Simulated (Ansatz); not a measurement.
Input

```
crystal:
  lattice:
    - [5.078294578, -1.4981350618, -0.1442651143]
    - [5.078294578, 1.4981350618, -0.1442651143]
    - [-4.6566051915, 0.0, 5.5236060956]
  atoms:
    - { symbol: Al, position: [0.3891010016, 0.3891010016, 0.6741783665] }
    - { symbol: Al, position: [0.6108989984, 0.6108989984, 0.3258216335] }
    - { symbol: O, position: [0.609249072, 0.609249072, 0.979340384] }
    - { symbol: O, position: [0.390750928, 0.390750928, 0.020659616] }
    - { symbol: O, position: [0.0, 0.0, 0.0] }
    - { symbol: O, position: [0.1441536807, 0.1441536807, 0.4846145669] }
    - { symbol: O, position: [0.8558463193, 0.8558463193, 0.5153854331] }
basis:
  ecutwfc: 420
kpoints:
  mp_grid: { grid: [12, 12, 8] }
hamiltonian:
  xc: pbesol
scf:
  occupations: { method: gaussian, width: 0.01 }
output:
  forces: true
  stress: true
  eigenvalues: true
  write_density: true
  write_potential: true
  elf: true
  volumetric_format: npy
relax:
  adjacent_minimum: "off"
  f_tol: 0.005
  max_steps: 80
  cell: { stress_tol: 0.05 }
```

Run with:

```sh
ansatz run input.yaml --threads 4 --pin off --max-ram 12288MiB --backend cpu --events-out ev --progress --plain --runs-dir out
```

Below, planes, directions and counts refer to the conventional cell (a = 9.93 Å, b = 2.99 Å, c = 6.49 Å, α = 90.00°, β = 124.10°, γ = 90.00°).

The fields are those of the run's last geometry, not of the input's.

Space group C2/m.

Level of theory: DFT PBEsol, scalar-relativistic, plane waves, PAW in Ansatz.

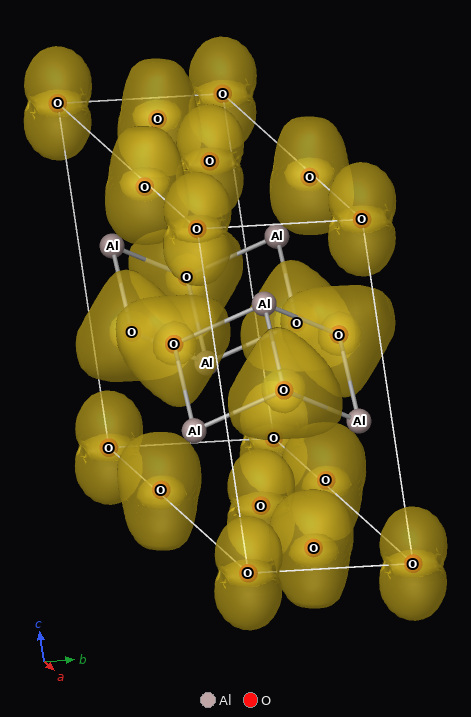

Al2O5. Isosurface of the electron localisation function at 0.7 (yellow), seen slightly off an axis. Only the valence region is drawn (cores and ρ < 0.01 e/Å³ removed). Sticks mark near contacts.

### Describe the localisation domains.

At this value the surface marks out eight regions on O in which the atom's valence shell and bonds are merged and two regions wrapped around O (the valence shell of each), counted in one cell of 14 atoms. Regions shared between cells count once. Along the contacts the grid gives the following. Al–O (1.76 Å): the ELF peaks at about 0.85 in the valence shell of O, 0.7 Å from its nucleus, and is about 0.80 at the midpoint. Al–O (1.88 Å): the ELF peaks at about 0.85 in the valence shell of O, 0.7 Å from its nucleus, and is about 0.80 at the midpoint.
